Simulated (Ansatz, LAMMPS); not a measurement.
## Glassy 69SiO2-19Al2O3-6SrO-6Li2O (mol %) (106 atoms) under strain

How stiff is glassy 69SiO2-19Al2O3-6SrO-6Li2O (mol %) (106 atoms), and how do its levels respond to strain?

Program: Ansatz 0.2.0. Level of theory: Kohn-Sham DFT, PBE, PAW (set soft_2), plane waves. Results are calculated unless marked as measured.

### 1. Starting point

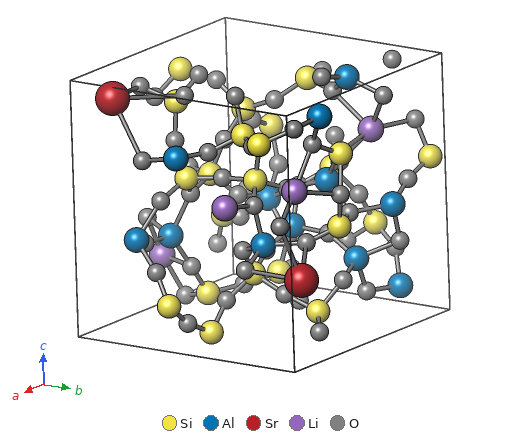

The starting structure, seen slightly off an axis (silicon yellow, aluminium blue, strontium red, lithium purple, oxygen grey). Bonds to atoms that aren't drawn are left out.

The cell holds 106 atoms: 22 Si, 12 Al, 2 Sr, 4 Li and 66 O. Cell: a = 11.040 Å, b = 11.040 Å, c = 11.040 Å, α = 90.0°, β = 90.0°, γ = 90.0°. 106 atoms (22 Si, 12 Al, 2 Sr, 4 Li, 66 O) placed at random at 2.72 g/cm³, melted at 4000 K for 10 ps at fixed volume with the Morse and Coulomb pair potential with partial charges (Pedone, Malavasi, Menziani, Cormack and Segre, J. Phys. Chem. B 110, 11780 (2006)). Quenched from 4000 K to 300 K at 50 K/ps and fixed volume, held 5 ps.

What the set-up can't give: The quench rate of 50 K/ps far exceeds what a furnace or splat quench reaches, so expect more defects and frozen-in strain than in a real sample. The network of bonds at the start is that of the classical potential that made the cell, and needn't be the one that DFT or experiment would give. Only the Γ point is sampled.

### 2. Single point at the start

The forces at the start show how far the geometry lies from a minimum of this functional.

input.yaml reads:

```yaml
crystal:
  lattice:
    - [11.0396, 0.0, 0.0]
    - [0.0, 11.0396, 0.0]
    - [0.0, 0.0, 11.0396]
  atoms:
    - { symbol: Si, position: [0.75704, 0.44225, 0.02002] }
    - { symbol: Si, position: [0.03673, 0.95852, 0.60122] }
    - { symbol: Si, position: [0.1407, 0.06301, 0.27371] }
    - { symbol: Si, position: [0.69401, 0.30319, 0.58621] }
    - { symbol: Si, position: [0.01144, 0.67515, 0.29725] }
    - { symbol: Si, position: [0.46463, 0.21833, 0.07035] }
    - { symbol: Si, position: [0.557, 0.90615, 0.44849] }
    - { symbol: Si, position: [0.30646, 0.29592, 0.76067] }
    - { symbol: Si, position: [0.24105, 0.38937, 0.12256] }
    - { symbol: Si, position: [0.36577, 0.05077, 0.89645] }
    - { symbol: Si, position: [0.06358, 0.24292, 0.62936] }
    - { symbol: Si, position: [0.5891, 0.5247, 0.21952] }
    - { symbol: Si, position: [0.15981, 0.5888, 0.5387] }
    - { symbol: Si, position: [0.43641, 0.22575, 0.52939] }
    - { symbol: Si, position: [0.96716, 0.84386, 0.8577] }
    - { symbol: Si, position: [0.22879, 0.53816, 0.89564] }
    - { symbol: Si, position: [0.77428, 0.62962, 0.81902] }
    - { symbol: Si, position: [0.99143, 0.41999, 0.17551] }
    - { symbol: Si, position: [0.53595, 0.90783, 0.72673] }
    - { symbol: Si, position: [0.63672, 0.5794, 0.60225] }
    - { symbol: Si, position: [0.55292, 0.79105, 0.09952] }
    - { symbol: Si, position: [0.65765, 0.23924, 0.86762] }
    - { symbol: Al, position: [0.33165, 0.5244, 0.34375] }
    - { symbol: Al, position: [0.72853, 0.67498, 0.38481] }
    - { symbol: Al, position: [0.39047, 0.73302, 0.56442] }
    - { symbol: Al, position: [0.72292, 0.95091, 0.92339] }
    - { symbol: Al, position: [0.91807, 0.22551, 0.3892] }
    - { symbol: Al, position: [0.32842, 0.81322, 0.25482] }
    - { symbol: Al, position: [0.20948, 0.32469, 0.39248] }
    - { symbol: Al, position: [0.62495, 0.1704, 0.32691] }
    - { symbol: Al, position: [0.99419, 0.4757, 0.76019] }
    - { symbol: Al, position: [0.11497, 0.8574, 0.10255] }
    - { symbol: Al, position: [0.29701, 0.96699, 0.47942] }
    - { symbol: Al, position: [0.31195, 0.78352, 0.95324] }
    - { symbol: Sr, position: [0.97207, 0.17444, 0.94741] }
    - { symbol: Sr, position: [0.85039, 0.93632, 0.31319] }
    - { symbol: Li, position: [0.9196, 0.64059, 0.57069] }
    - { symbol: Li, position: [0.49427, 0.03301, 0.20097] }
    - { symbol: Li, position: [0.78816, 0.8713, 0.63543] }
    - { symbol: Li, position: [0.23615, 0.83246, 0.7385] }
    - { symbol: O, position: [0.87317, 0.69291, 0.32447] }
    - { symbol: O, position: [0.67708, 0.24248, 0.72129] }
    - { symbol: O, position: [0.74878, 0.65199, 0.54131] }
    - { symbol: O, position: [0.99573, 0.32066, 0.73037] }
    - { symbol: O, position: [0.24614, 0.95817, 0.32378] }
    - { symbol: O, position: [0.67812, 0.54167, 0.333] }
    - { symbol: O, position: [0.86734, 0.741, 0.81314] }
    - { symbol: O, position: [0.88031, 0.42355, 0.08173] }
    - { symbol: O, position: [0.77548, 0.15976, 0.33203] }
    - { symbol: O, position: [0.74942, 0.58218, 0.95825] }
    - { symbol: O, position: [0.65032, 0.81819, 0.39574] }
    - { symbol: O, position: [0.20278, 0.18712, 0.30038] }
    - { symbol: O, position: [0.02758, 0.55238, 0.21572] }
    - { symbol: O, position: [0.34622, 0.30061, 0.08814] }
    - { symbol: O, position: [0.42292, 0.85658, 0.46182] }
    - { symbol: O, position: [0.58547, 0.23996, 0.49169] }
    - { symbol: O, position: [0.35927, 0.29562, 0.43885] }
    - { symbol: O, position: [0.57283, 0.02632, 0.36548] }
    - { symbol: O, position: [0.95465, 0.33949, 0.2868] }
    - { symbol: O, position: [0.10018, 0.34553, 0.09434] }
    - { symbol: O, position: [0.92611, 0.89995, 0.53602] }
    - { symbol: O, position: [0.85574, 0.5253, 0.75706] }
    - { symbol: O, position: [0.05607, 0.81003, 0.9635] }
    - { symbol: O, position: [0.0377, 0.89466, 0.73753] }
    - { symbol: O, position: [0.01294, 0.08282, 0.34441] }
    - { symbol: O, position: [0.28793, 0.42676, 0.81027] }
    - { symbol: O, position: [0.22716, 0.42551, 0.26191] }
    - { symbol: O, position: [0.06755, 0.54082, 0.63197] }
    - { symbol: O, position: [0.88682, 0.95053, 0.91372] }
    - { symbol: O, position: [0.38524, 0.09011, 0.52729] }
    - { symbol: O, position: [0.08191, 0.65404, 0.42237] }
    - { symbol: O, position: [0.31783, 0.67943, 0.33148] }
    - { symbol: O, position: [0.64707, 0.61355, 0.74819] }
    - { symbol: O, position: [0.19589, 0.25282, 0.68579] }
    - { symbol: O, position: [0.53217, 0.25718, 0.94384] }
    - { symbol: O, position: [0.47061, 0.85293, 0.21029] }
    - { symbol: O, position: [0.16635, 0.94618, 0.54327] }
    - { symbol: O, position: [0.7391, 0.33864, 0.92487] }
    [... 22 atom lines left out ...]
    - { symbol: O, position: [0.27567, 0.50348, 0.03463] }
    - { symbol: O, position: [0.25354, 0.67284, 0.86993] }
    - { symbol: O, position: [0.66324, 0.87571, 0.05799] }
    - { symbol: O, position: [0.04362, 0.78805, 0.22368] }
    - { symbol: O, position: [0.46108, 0.49147, 0.27369] }
    - { symbol: O, position: [0.02335, 0.10472, 0.62842] }
kpoints:
  mp_grid: { grid: [1, 1, 1] }
hamiltonian:
  xc: pbe
scf:
  occupations: { method: gaussian, width: 0.025 }
output:
  forces: true
```

Launch:

```
$ ansatz run input.yaml --threads 4 --pin off --max-ram 8192MiB --backend cpu --events-out ev --progress --plain --runs-dir out
```

Numbers of over 12 decimals in the logs are rounded to 6 here.

The log of the run:

```text
[...]
Pseudopotentials: kind: paw
Pseudopotential: Si, paw, valence charge 4, recommended cutoff 420 eV (normal), Si.paw.azcp
Pseudopotential: Al, paw, valence charge 3, recommended cutoff 420 eV (normal), Al.paw.azcp
Pseudopotential: Sr, paw, valence charge 10, recommended cutoff 420 eV (normal), Sr.paw.azcp
Pseudopotential: Li, paw, valence charge 3, recommended cutoff 420 eV (normal), Li.paw.azcp
Pseudopotential: O, paw, valence charge 6, recommended cutoff 420 eV (normal), O.paw.azcp
[...]
Crystal: 106 atoms, lattice volume = 1345.427 Å³
Basis set: ecut = 420 eV, 26193 PW (Γ), exchange–correlation on 150×150×150 points (8 copies of the dense FFT grid, shifted against one another)
Bands: 382, of which v1, the nominal top of the filled ones, is band 276 counted from 1 (275 counted from 0)
Symmetry: 1 space group operations
Space group: P1 (ITA 1), of the structure as read, at distance tolerance 1.1e-4 Å
k-points: 1
[...]
Initial density: superposition of atomic densities (neutral atoms: chi_scale 0, normalization atom), corrected by the library's trained network
Initial wavefunctions: pseudopotential atomic-orbital guess
[...]
SCF iter   1: F=—  HF=-65914.973006 eV  |F-HF|=—  |Δ(HF+E_count)|=         —  Δρ=2.12e-3  dr2=6.53e-2  ethr=1.77e-3  ⟨swp⟩=7.0  Hψ=1878  notcnv=0  defer=59
preconditioner: auto → Resta (q_TF=auto, 2.352 Å⁻¹)  ε∞=3.2  [insulator: Δε(μ)=3.790 eV  Ē_g=15.959 eV  σ=0.025 eV  W_gap=1.00  n_scr=304 (ndim 8)  ℏωp=23.5 eV  f_vac=0.121  D(μ)=0.00/eV (n_scr^D=0)  ε∞_Penn≈3.2]
SCF iter   2: F=—  HF=-65914.994974 eV  |F-HF|=—  |Δ(HF+E_count)|=   2.20e-2  Δρ=1.16e-3  dr2=1.58e-2  ethr=1.18e-5  ⟨swp⟩=2.0  Hψ=654  notcnv=0  defer=97
SCF iter   3: F=—  HF=-65914.998623 eV  |F-HF|=—  |Δ(HF+E_count)|=   3.65e-3  Δρ=4.85e-4  dr2=4.37e-3  ethr=2.85e-6  ⟨swp⟩=2.0  Hψ=493  notcnv=0  defer=35
automatic band count: iteration 3 solves 320 bands in place of 382: the levels show a gap, and the empty bands left out lie too high to hold charge; the band table lists the bands solved (type scf.n_extra_bands for more)
SCF iter   4: F=—  HF=-65914.999453 eV  |F-HF|=—  |Δ(HF+E_count)|=   8.29e-4  Δρ=1.30e-4  dr2=2.73e-4  ethr=7.91e-7  ⟨swp⟩=2.0  Hψ=497  notcnv=0  defer=35
SCF iter   5: F=—  HF=-65914.999500 eV  |F-HF|=—  |Δ(HF+E_count)|=   4.69e-5  Δρ=7.28e-5  dr2=6.79e-5  ethr=4.94e-8  ⟨swp⟩=2.0  Hψ=534  notcnv=0  defer=35
SCF iter   6: F=—  HF=-65914.996588 eV  |F-HF|=—  |Δ(HF+E_count)|=   2.91e-3  Δρ=3.88e-5  dr2=1.70e-5  ethr=1.23e-8  ⟨swp⟩=2.0  Hψ=596  notcnv=0  defer=35
SCF iter   7: F=—  HF=-65914.996589 eV  |F-HF|=—  |Δ(HF+E_count)|=   1.02e-6  Δρ=9.49e-6  dr2=1.26e-6  ethr=3.08e-9  ⟨swp⟩=2.0  Hψ=555  notcnv=0  defer=35
SCF iter   8: F=—  HF=-65914.996591 eV  |F-HF|=—  |Δ(HF+E_count)|=   1.12e-6  Δρ=7.59e-6  dr2=6.24e-7  ethr=2.28e-10  ⟨swp⟩=2.0  Hψ=554  notcnv=0  defer=35
SCF iter   9: F=-65914.996591 eV  HF=-65914.996591 eV  |F-HF|=2.17e-8  |Δ(HF+E_count)|=   3.60e-8  Δρ=1.34e-6  dr2=2.77e-8  ethr=1.81e-11  ⟨swp⟩=3.0  Hψ=1214  notcnv=0
SCF 1 converged in 9 iterations: F = -65914.996591 eV  dr2 = 2.77e-8
[...]
SCF converged after 9 iterations
Free energy (F): -65914.996591 eV
Harris-Foulkes:  -65914.996591 eV  (|F-HF|=2.17e-8)
Internal energy: -65914.996591 eV  (E = F + TS)
E sigma→0 (E₀):  -65914.996591 eV
Fermi energy:    5.660003 eV
--- Per-component energies (eV) ---
[...]
Σ components = -65914.996591   (vs F -65914.996591, Δ=0.00e0)
--- Forces (eV/Å), atoms counted from 1 ---
  atom   1  Si    -2.12872219     4.50317507    -0.71828411
  atom   2  Si    -0.66900688     1.21673487     0.81457789
  atom   3  Si     0.69529123     0.89473042     3.21582836
  atom   4  Si     1.69909571    -1.97493499    -0.81756700
[...]
atom 106  O     -1.17244950    -1.09370698     0.57416285
  max |Σ_I F_I| component: 1.48e-4 eV/Å
```

Elapsed: 15 s, on 4 threads of Arm Neoverse V1, shared host; peak memory 1.7 GiB.

Reading the cycles: dr2 is the Hartree energy of the density residual (eV), the measure of convergence; HF is the Harris–Foulkes estimate of the energy, which meets the free energy F at convergence.

The r.m.s. force at the start is 1.3 eV/Å.

### 3. Cell and atoms relaxed

Cell and atoms are freed together, to release stress as well as forces.

input.yaml reads:

```yaml
crystal:
  lattice:
    - [11.0396, 0.0, 0.0]
    - [0.0, 11.0396, 0.0]
    - [0.0, 0.0, 11.0396]
  atoms:
    [... the 106 atom lines of step 2 ...]
kpoints:
  mp_grid: { grid: [1, 1, 1] }
hamiltonian:
  xc: pbe
scf:
  occupations: { method: gaussian, width: 0.025 }
output:
  forces: true
relax:
  f_tol: 0.05
  max_steps: 150
  cell: {}
```

The log of the run:

```text
[...]
Crystal: 106 atoms, lattice volume = 1345.427 Å³
Basis set: ecut = 420 eV, 26193 PW (Γ), exchange–correlation on 150×150×150 points (8 copies of the dense FFT grid, shifted against one another)
Bands: 382, of which v1, the nominal top of the filled ones, is band 276 counted from 1 (275 counted from 0)
Symmetry: 1 space group operations
[...]
k-points: 1
[...]
SCF iter   1: F=—  HF=-65914.973005 eV  |F-HF|=—  |Δ(HF+E_count)|=         —  Δρ=2.12e-3  dr2=6.53e-2  ethr=1.77e-3  ⟨swp⟩=7.0  Hψ=1878  notcnv=0  defer=59
[...]
SCF iter   8: F=—  HF=-65914.996591 eV  |F-HF|=—  |Δ(HF+E_count)|=   1.12e-6  Δρ=7.53e-6  dr2=6.14e-7  ethr=2.27e-10  ⟨swp⟩=2.0  Hψ=554  notcnv=0  defer=97
SCF iter   9: F=-65914.996591 eV  HF=-65914.996591 eV  |F-HF|=2.15e-8  |Δ(HF+E_count)|=   3.49e-8  Δρ=1.34e-6  dr2=2.75e-8  ethr=1.81e-11  ⟨swp⟩=2.0  Hψ=1213  notcnv=0
SCF 1 converged in 9 iterations: F = -65914.996591 eV  dr2 = 2.75e-8
[...]
relax step   1: F+E_penalty+E_count = -65914.99659056 eV  Δ(F+E_penalty+E_count) = +0.000e0 eV  max|allowed force component| = 4.503e0 eV/Å  Δτ_max = 0.0000 Å  P = +7.333 GPa  Ω = 1345.427 Å³  (9 SCF iters, dr2 threshold 1.00e-7 eV, accepted)
[... from here on, the SCF cycles and remarks between the steps are left out ...]
relax step   2: F+E_penalty+E_count = -65919.47972313 eV  Δ(F+E_penalty+E_count) = -4.483e0 eV  max|allowed force component| = 3.064e0 eV/Å  Δτ_max = 0.1957 Å  P = +3.759 GPa  Ω = 1362.629 Å³  energy of the carried Pulay correction = -6.325e-2 eV  (7 SCF iters, dr2 threshold 1.06e-5 eV, accepted)
relax step   3: F+E_penalty+E_count = -65922.64453250 eV  Δ(F+E_penalty+E_count) = -3.165e0 eV  max|allowed force component| = 1.074e0 eV/Å  Δτ_max = 0.1944 Å  P = -0.336 GPa  Ω = 1379.524 Å³  energy of the carried Pulay correction = -1.246e-1 eV  (8 SCF iters, dr2 threshold 1.06e-5 eV, accepted)
relax step   4: F+E_penalty+E_count = -65923.20257542 eV  Δ(F+E_penalty+E_count) = -5.580e-1 eV  max|allowed force component| = 6.975e-1 eV/Å  Δτ_max = 0.1949 Å  P = -0.333 GPa  Ω = 1374.046 Å³  energy of the carried Pulay correction = -1.048e-1 eV  (7 SCF iters, dr2 threshold 1.06e-5 eV, accepted)
relax step   5: F+E_penalty+E_count = -65923.61297998 eV  Δ(F+E_penalty+E_count) = -4.104e-1 eV  max|allowed force component| = 3.467e-1 eV/Å  Δτ_max = 0.2000 Å  P = -0.144 GPa  Ω = 1371.539 Å³  energy of the carried Pulay correction = -9.571e-2 eV  (7 SCF iters, dr2 threshold 1.06e-5 eV, accepted)
relax step   6: F+E_penalty+E_count = -65923.73292381 eV  Δ(F+E_penalty+E_count) = -1.199e-1 eV  max|allowed force component| = 3.064e-1 eV/Å  Δτ_max = 0.1006 Å  P = -0.042 GPa  Ω = 1371.452 Å³  energy of the carried Pulay correction = -9.539e-2 eV  (7 SCF iters, dr2 threshold 7.51e-6 eV, accepted)
relax step   7: F+E_penalty+E_count = -65923.80589670 eV  Δ(F+E_penalty+E_count) = -7.297e-2 eV  max|allowed force component| = 2.484e-1 eV/Å  Δτ_max = 0.0614 Å  P = +0.132 GPa  Ω = 1370.799 Å³  energy of the carried Pulay correction = -9.302e-2 eV  (7 SCF iters, dr2 threshold 5.87e-6 eV, accepted)
relax step   8: F+E_penalty+E_count = -65923.87314237 eV  Δ(F+E_penalty+E_count) = -6.725e-2 eV  max|allowed force component| = 2.186e-1 eV/Å  Δτ_max = 0.0796 Å  P = +0.096 GPa  Ω = 1371.514 Å³  energy of the carried Pulay correction = -9.561e-2 eV  (7 SCF iters, dr2 threshold 3.86e-6 eV, accepted)
relax step   9: F+E_penalty+E_count = -65923.91424906 eV  Δ(F+E_penalty+E_count) = -4.111e-2 eV  max|allowed force component| = 1.648e-1 eV/Å  Δτ_max = 0.1011 Å  P = -0.064 GPa  Ω = 1371.974 Å³  energy of the carried Pulay correction = -9.728e-2 eV  (7 SCF iters, dr2 threshold 2.99e-6 eV, accepted)
relax step  10: F+E_penalty+E_count = -65923.95115580 eV  Δ(F+E_penalty+E_count) = -3.691e-2 eV  max|allowed force component| = 2.309e-1 eV/Å  Δτ_max = 0.2000 Å  P = +0.186 GPa  Ω = 1365.506 Å³  energy of the carried Pulay correction = -7.376e-2 eV  (8 SCF iters, dr2 threshold 1.70e-6 eV, accepted)
relax step  11: F+E_penalty+E_count = -65923.97504929 eV  Δ(F+E_penalty+E_count) = -2.389e-2 eV  max|allowed force component| = 7.272e-2 eV/Å  Δτ_max = 0.0749 Å  P = -0.012 GPa  Ω = 1369.747 Å³  energy of the carried Pulay correction = -8.919e-2 eV  (7 SCF iters, dr2 threshold 3.33e-6 eV, accepted)
relax step  12: F+E_penalty+E_count = -65923.97831167 eV  Δ(F+E_penalty+E_count) = -3.262e-3 eV  max|allowed force component| = 6.589e-2 eV/Å  Δτ_max = 0.0294 Å  P = -0.003 GPa  Ω = 1369.706 Å³  energy of the carried Pulay correction = -8.905e-2 eV  (7 SCF iters, dr2 threshold 3.30e-7 eV, accepted)
relax step  13: F+E_penalty+E_count = -65923.98182961 eV  Δ(F+E_penalty+E_count) = -3.518e-3 eV  max|allowed force component| = 2.760e-2 eV/Å  Δτ_max = 0.0162 Å  P = -0.003 GPa  Ω = 1369.435 Å³  energy of the carried Pulay correction = -8.806e-2 eV  (6 SCF iters, dr2 threshold 2.71e-7 eV, accepted)
relax step  14: F+E_penalty+E_count = -65924.15635263 eV  Δ(F+E_penalty+E_count) = -1.745e-1 eV  max|allowed force component| = 2.813e-2 eV/Å  Δτ_max = 0.0000 Å  P = +0.185 GPa  Ω = 1369.435 Å³  stress off target by 4.48e-1 GPa  SCF on the basis re-selected at this cell (its energy is not comparable with the rows above)  (7 SCF iters)
relax step  15: F+E_penalty+E_count = -65924.15012970 eV  Δ(F+E_penalty+E_count) = +6.223e-3 eV  max|allowed force component| = 3.104e-2 eV/Å  Δτ_max = 0.0132 Å  P = -0.085 GPa  Ω = 1373.335 Å³  energy of the carried Pulay correction = -1.377e-2 eV  (7 SCF iters, dr2 threshold 5.02e-7 eV, accepted)
relax step  16: F+E_penalty+E_count = -65924.15209742 eV  Δ(F+E_penalty+E_count) = -1.968e-3 eV  max|allowed force component| = 2.637e-2 eV/Å  Δτ_max = 0.0075 Å  P = -0.033 GPa  Ω = 1373.343 Å³  energy of the carried Pulay correction = -1.380e-2 eV  (7 SCF iters, dr2 threshold 2.66e-8 eV, accepted)
relax step  17: F+E_penalty+E_count = -65924.14869694 eV  Δ(F+E_penalty+E_count) = +3.400e-3 eV  max|allowed force component| = 4.468e-2 eV/Å  Δτ_max = 0.0324 Å  P = -0.009 GPa  Ω = 1374.291 Å³  energy of the carried Pulay correction = -1.719e-2 eV  (9 SCF iters, dr2 threshold 7.89e-9 eV, accepted)
relax step  18: F+E_penalty+E_count = -65924.16704523 eV  Δ(F+E_penalty+E_count) = -1.835e-2 eV  max|allowed force component| = 4.481e-2 eV/Å  Δτ_max = 0.0000 Å  P = -0.002 GPa  Ω = 1374.291 Å³  stress off target by 2.41e-2 GPa  SCF on the basis re-selected at this cell (its energy is not comparable with the rows above)  (6 SCF iters)
[...]
SCF converged after 6 iterations
Free energy (F): -65924.167045 eV
[...]
Internal energy: -65924.167045 eV  (E = F + TS)
E sigma→0 (E₀):  -65924.167045 eV
Fermi energy:    5.406080 eV
[...]
Σ components = -65924.167045   (vs F -65924.167045, Δ=0.00e0)
--- Forces (eV/Å), atoms counted from 1 ---
  atom   1  Si     0.01846520     0.00007197     0.00812752
  atom   2  Si     0.01404362     0.00112279    -0.02142765
  atom   3  Si     0.01240684     0.01806147     0.01198906
  atom   4  Si    -0.00634497     0.00315438    -0.00979954
[...]
atom 106  O     -0.00145114     0.00818763     0.01396743
  max |Σ_I F_I| component: 7.58e-5 eV/Å
--- Stress (GPa, compression-positive) ---
        0.006858       0.002452       0.012412
        0.002451       0.001181      -0.010919
        0.012421      -0.010920      -0.013403
  P = ⅓ Tr σ = -0.0018 GPa (-0.018 kbar)
--- Relaxed structure (16 steps of the walk, 16 accepted, 2 SCFs on fresh bases) ---
  F+E_penalty+E_count = -65924.16704523 eV   max|allowed force component| = 4.481e-2 eV/Å   (the final SCF, on the basis selected at the relaxed cell)
  cell:  # Å, volume = 1374.2909 Å³
    - [11.214547, -0.070205, 0.246955]
    - [-0.070205, 11.107957, -0.117680]
    - [0.246955, -0.117680, 11.039305]
  atoms:
    - { symbol: Si, position: [0.765039, 0.445850, 0.020355] }
    - { symbol: Si, position: [0.033030, 0.956401, 0.622920] }
    - { symbol: Si, position: [0.133827, 0.064913, 0.277603] }
    - { symbol: Si, position: [0.690040, 0.292969, 0.584515] }
[...]
- { symbol: O, position: [0.017093, 0.101179, 0.663099] }
```

Elapsed: 4.3 min, on 4 threads; peak memory 1.8 GiB; 16 min of CPU time.

The relaxation converged after 16 steps, with a largest force component of 0.045 eV/Å.

(Continued in part 2 of 4.)

[Logs are printed without paths, hosts, clocks, repeated set-up lines and the standing remarks that a program may print on its own settings, such as how far it seeks lower states.]

[Hosts, paths, dates, database ids (printed as entryN), source tags and the programs' standing remarks are cut or masked in the printed files.]
